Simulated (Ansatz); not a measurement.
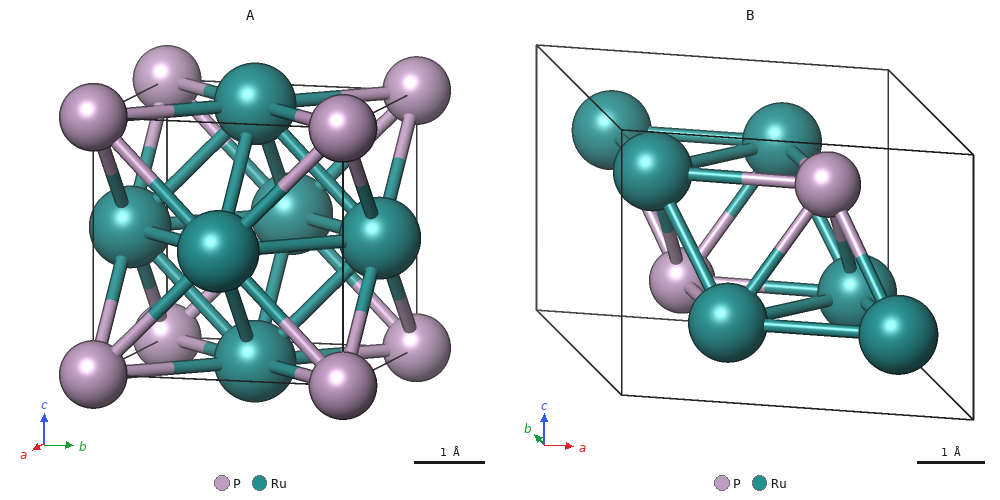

Two structures of PRu3, each relaxed to rest (conventional cells in solid outline, small ones repeated, not to one scale). Method: DFT PBE, scalar-relativistic, plane waves, PAW in Ansatz 0.2.0, without spin polarisation.

### Describe A and B.

A: Cu₃Au (L1₂) type, Pm-3m. B: 8 atoms a cell on a primitive hexagonal lattice, P6_3/mmc.

### What is the energy order of the two?

B is lower, by 124 meV/atom at this level of theory (energies at zero smearing). Volumes: A 13.4, B 13.4 Å³/atom.

One or both may be structure types tried for this composition rather than known phases.
